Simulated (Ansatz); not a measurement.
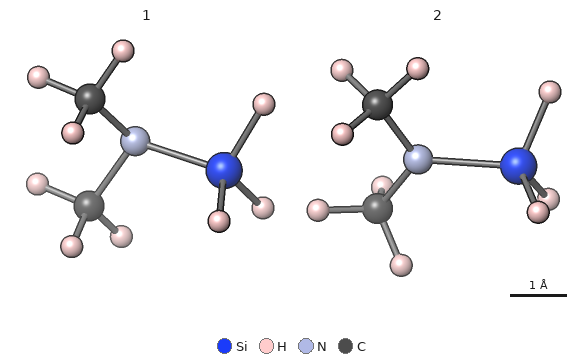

Two geometries of C2H9NSi, drawn at one scale. One is the start of a relaxation, the other its converged end. The picture is a ball-and-stick view, seen from a free direction.

All numbers below come from RKS BLYP-D4/STO-3G (Ansatz 0.2.0). Settings: no spin polarisation; force threshold 0.02 eV/Å; at most 40 steps.

> Which geometry has the lower energy?

Structure 1 is the relaxed one. The run prepares the start of a later molecular dynamics calculation, from a guessed geometry. An H atom moves most after the best rigid fit: 1.15 Å. Largest moves by element: H 1.15 Å, N 0.54 Å, C 0.22 Å, Si 0.14 Å. Near-neighbour distances that change, for instance: C–N 1.470 → 1.522 Å, N–Si 1.819 → 1.803 Å, C–H 1.110 → 1.122 Å, H–Si 1.460 → 1.454 Å. Bond angles that change, for instance: C–N–C 120.0° → 108.7°, Si–N–C 120.0° → 112.3°, N–C–H 109.5° → 114.4°. Over 14 accepted moves (15 points after the start) the energy falls by 0.370 eV. Largest force component: 2.5 eV/Å at the start, 0.00075 eV/Å at the end. The line search rejected the trial step at point 3 of the run. The run took 40 s on 1 thread of Arm Neoverse V1 (shared host), peak memory 0.12 GiB.

Limits of the set-up: STO-3G is a minimal basis, so the numbers are rough.
